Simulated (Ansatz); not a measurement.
**Fields on a plane of CsPbCl3 (cubic perovskite)**

```
CELL_PARAMETERS angstrom
      5.73565     0.00000     0.00000
      0.00000     5.73565     0.00000
      0.00000     0.00000     5.73565
ATOMIC_POSITIONS crystal
  Cs 0.00000 0.00000 0.00000
  Pb 0.50000 0.50000 0.50000
  Cl 0.00000 0.50000 0.50000
  Cl 0.50000 0.50000 0.00000
  Cl 0.50000 0.00000 0.50000
```

The slice is a {110} plane (indices of the conventional cell) through the point (0.000, 0.500, 0.500) (fractional), spanned by u = [100] and v = [011] in vectors of this cell: u (5.74 Å) and v (8.11 Å, at 90° to u). It covers one period; positions are fractions (u, v).

Atoms on it: Cs at (0.00, 0.50); Pb at (0.50, 0.00); Cl at (0.00, 0.00).

Level of theory: PBE (plane waves to 420 eV, PAW, scalar-relativistic; Ansatz, a quantum-chemistry and plane-wave program). k mesh 6×6×6. Inside the PAW spheres the values are not all-electron values, and peaks at nuclei hang on which shells count as valence. CsPbCl3 was relaxed with its symmetry unable to fall. Spin-orbit coupling is left out, though Pb is heavy. The PAW data are Ansatz's earlier set. This is a high-temperature form of CsPbCl3.

```
v \ u   0.00   0.09   0.17   0.26   0.35   0.43   0.52   0.61   0.70   0.78   0.87   0.96
-----  -----  -----  -----  -----  -----  -----  -----  -----  -----  -----  -----  -----
0.88   0.009  0.004  0.007  0.027  0.059  0.072  0.069  0.071  0.043  0.015  0.003  0.007
0.75   0.002  0.003  0.004  0.006  0.009  0.012  0.012  0.011  0.008  0.005  0.003  0.003
0.62   0.001  0.001  0.002  0.003  0.003  0.003  0.003  0.003  0.003  0.002  0.001  0.001
0.50   0.002  0.007  0.001  0.002  0.003  0.003  0.003  0.003  0.003  0.001  0.005  0.004
0.38   0.001  0.001  0.002  0.003  0.003  0.003  0.003  0.003  0.003  0.002  0.001  0.001
0.25   0.002  0.003  0.004  0.006  0.009  0.012  0.012  0.011  0.008  0.005  0.003  0.003
0.12   0.009  0.004  0.007  0.027  0.059  0.072  0.069  0.071  0.043  0.015  0.003  0.007
0.00   0.042  0.034  0.015  0.049  0.042  0.046  0.019  0.004  0.066  0.028  0.019  0.042
```

Values: density of the lowest conduction band (whole band as if filled, smooth part) in e/Å³. 

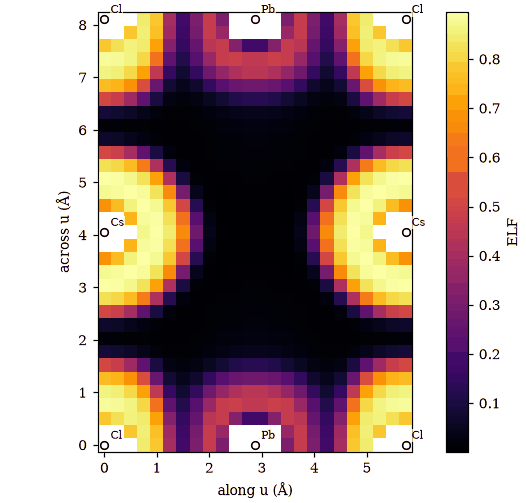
Figure. Electron localisation function (ELF), one period of the plane, atoms marked. Points within 0.5 Å of a nucleus are left white, as the pseudised field means little there.
